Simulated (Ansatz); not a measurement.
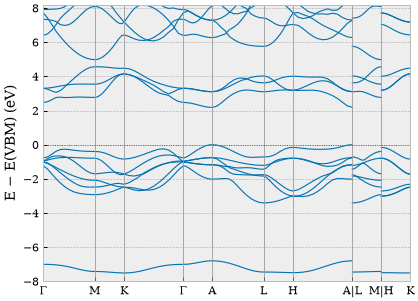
Figure: Band structure from the program Ansatz at the PBE+D3(BJ) level (PAW)

Q: Read off the gap and where the band edges lie.

A: About 2.2 eV (2.18 eV by a search for the band edges); maximum at A, minimum at A.

Q: Which compound is it?
A. LiInP2Se6, P-31c (Li on 2a, In on 2d, P on 4f, Se on 12i)
B. PbI2, CdI2 type
C. SnS2, CdI2 type
D. SnO2, CdI2 type

A: B, PbI2, CdI2 type

Space group P-3m1 (CdI2 type). Symmetry was held in the PBE+D3(BJ) relaxation; of distortions, only those at the zone centre were tested. Scalar-relativistic: spin–orbit coupling is off unless named, which matters more the heavier the elements.

Potentials: the later of the program's two PAW sets.
